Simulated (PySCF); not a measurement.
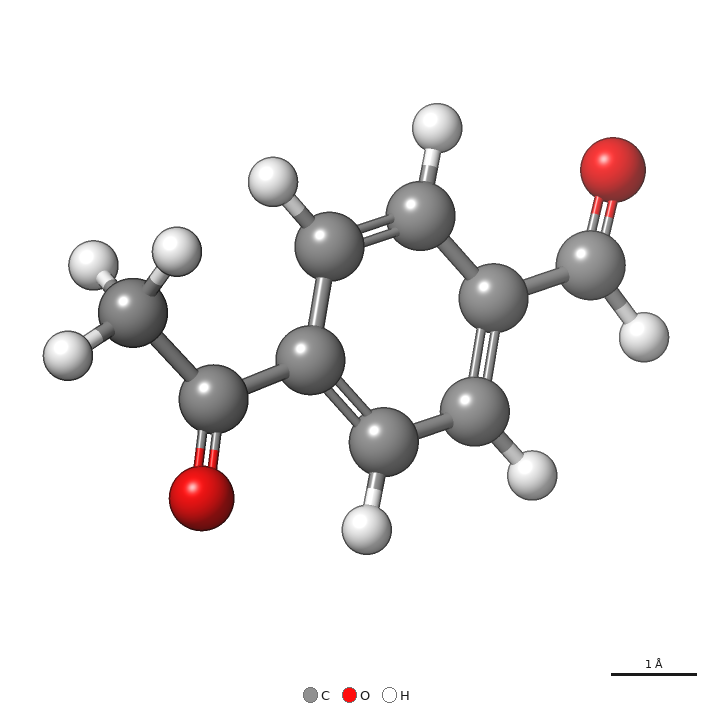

Double and triple bonds are drawn as two and three sticks.

Which formula does it have?

Answer. C₉H₈O₂, 19 atoms: 9 carbon, 8 hydrogen and 2 oxygen.

Give the symmetry (Schoenflies symbol).

Answer. Cs.

Describe its rings.

Answer. Independent rings (smallest set): 1 of 6 members, 1 of them aromatic.

Name some functional groups or characteristic bonds that it holds.

Answer. Among them: aldehyde, ketone.

Give a SMILES string for it.

Answer. CC(=O)c1ccc(C=O)cc1

The parts below concern this one geometry. Atoms keep their numbers from picture to picture. The computed structure is the end point of a PBE0-D3(BJ)/def2-SVP optimisation. No frequency run is at hand to confirm it as a minimum.

Shape

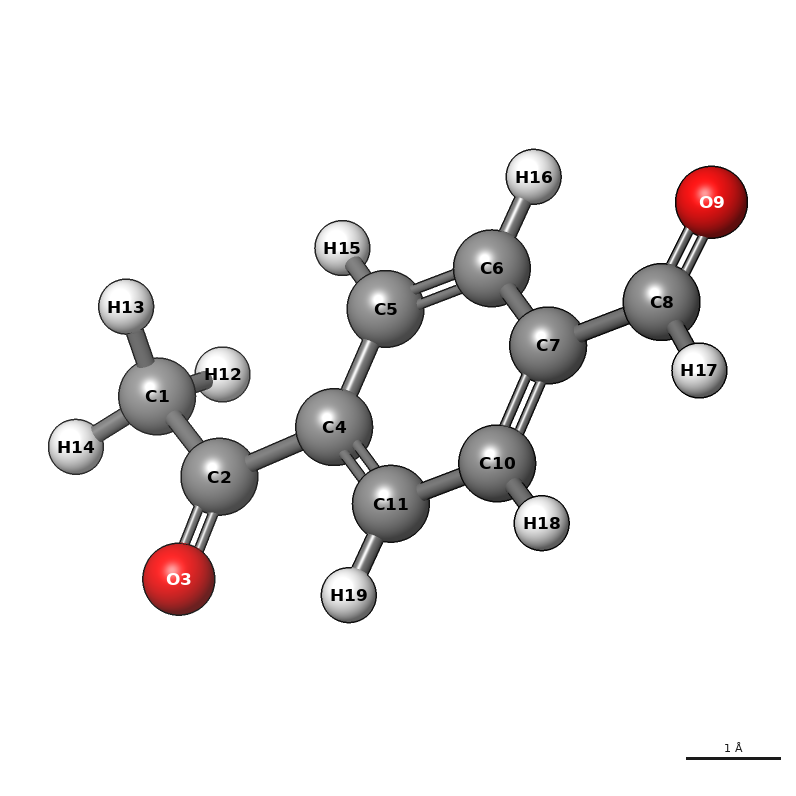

No frequency run is at hand to confirm it as a minimum.

List the bonds and their lengths. Leave out bonds to hydrogen.

```tsv
bond	length (Å)	order
C1–C2	1.506	single
C2–O3	1.211	double
C2–C4	1.502	single
C4–C5	1.403	aromatic
C4–C11	1.400	aromatic
C5–C6	1.388	aromatic
C6–C7	1.400	aromatic
C7–C8	1.482	single
C7–C10	1.399	aromatic
C8–O9	1.204	double
C10–C11	1.388	aromatic
```

Ring current

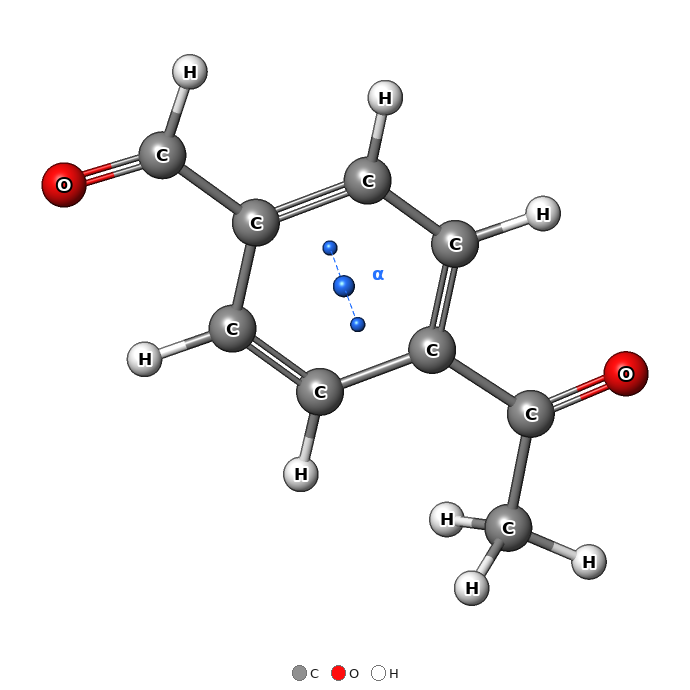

The small points mark where nucleus-independent chemical shifts (NICS) were computed: at the centre of each lettered ring and 1 Å above and below it. No frequency run is at hand to confirm it as a minimum. Method: GIAO PBE0/pcSseg-1 NMR shielding, non-relativistic, IEF-PCM dichloromethane (PySCF 2.14.0).

Give NICS(0), NICS(1) and the out-of-plane component NICS(1)zz for each ring (means of the two sides).

```
ring  members  NICS(0)  NICS(1)  NICS(1)zz
   α       C6     −8.0    −11.2      −26.5
```

Values in ppm.

What do the values say about the ring currents?

Answer. Ring α: diatropic, as in an aromatic ring. NICS is one index among several.

Electronic properties

No frequency run is at hand to confirm it as a minimum. Method: PBE0/pcSseg-1 in dichloromethane (IEF-PCM) (PySCF 2.14.0).

What is the dipole moment?

Answer. 1.35 D.

Give the LUMO energy (Kohn–Sham orbital) at this level.

Answer. −2.53 eV.

What is the HOMO energy (Kohn–Sham orbital)?

Answer. −7.72 eV.

NMR shielding

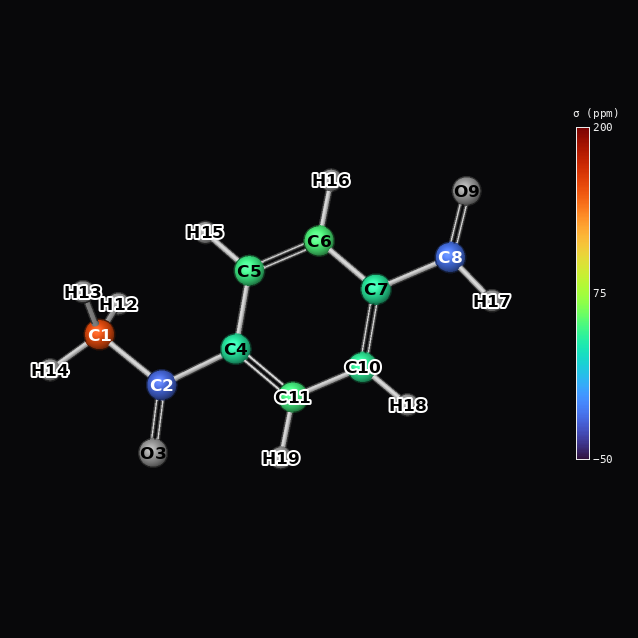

Atoms are coloured by their isotropic NMR shieldings (C only, the others grey). No frequency run is at hand to confirm it as a minimum. Level of theory: GIAO PBE0/pcSseg-1 NMR shielding, non-relativistic, IEF-PCM water (PySCF 2.14.0).

List the isotropic NMR shieldings of the C atoms.

```
atom  σ (ppm)
  C1    155.3
  C2    −19.7
  C4     40.7
  C5     47.9
  C6     51.6
  C7     41.8
  C8    −15.4
 C10     43.7
 C11     50.0
```
